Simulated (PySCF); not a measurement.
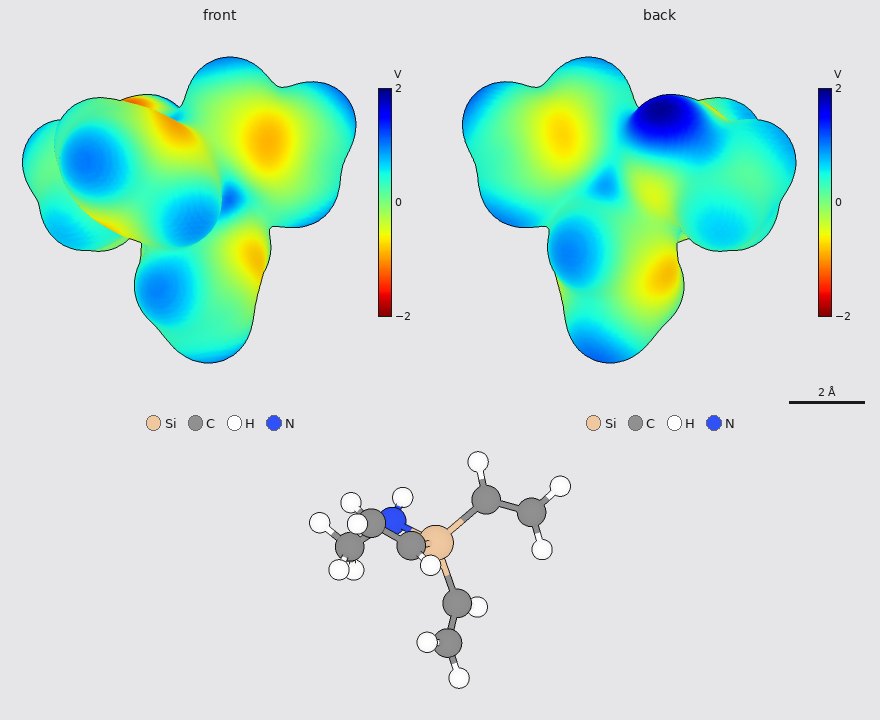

*C7H13NSi (Si(vinyl)3(NHMe)). The electrostatic potential painted on the density surface at 0.004 e/bohr³, seen from the front and from behind; the colour scale runs from red (negative) to blue (positive). The bare structure is drawn below in the same view.*

Geometry: PBE0-D3(BJ)/def2-SVP.

Level of theory: PBE0/pcSseg-1, SCF density, gas phase, non-relativistic in PySCF.

```xyz
22

Si   -0.1956    0.2510   -0.1455
C    -0.0486    0.5389    1.7010
C    -0.7847   -0.1335    2.5937
H     0.6385    1.3118    2.0713
H    -1.4932   -0.9050    2.2699
H    -0.7210    0.0552    3.6717
C     1.5263    0.2489   -0.8902
C     2.6587    0.1936   -0.1779
H     1.6159    0.2349   -1.9861
H     2.6486    0.1905    0.9184
H     3.6479    0.1450   -0.6480
C    -1.2253    1.5826   -0.9634
C    -0.7286    2.5229   -1.7756
H    -2.3017    1.6093   -0.7423
H     0.3379    2.5624   -2.0261
H    -1.3568    3.3014   -2.2240
N    -1.0503   -1.2398   -0.4036
C    -0.5151   -2.5436   -0.0922
H    -1.7335   -1.2446   -1.1525
H     0.0661   -3.0012   -0.9164
H     0.1624   -2.4712    0.7730
H    -1.3120   -3.2544    0.1879
```

> Where is the surface potential most negative and most positive?

The most negative region (about −1.2 V, or −28 kcal/mol for a unit charge) lies over N17, the most positive (about +1.8 V, or +42 kcal/mol for a unit charge) over H19. N17 is the likeliest acceptor of a hydrogen bond.
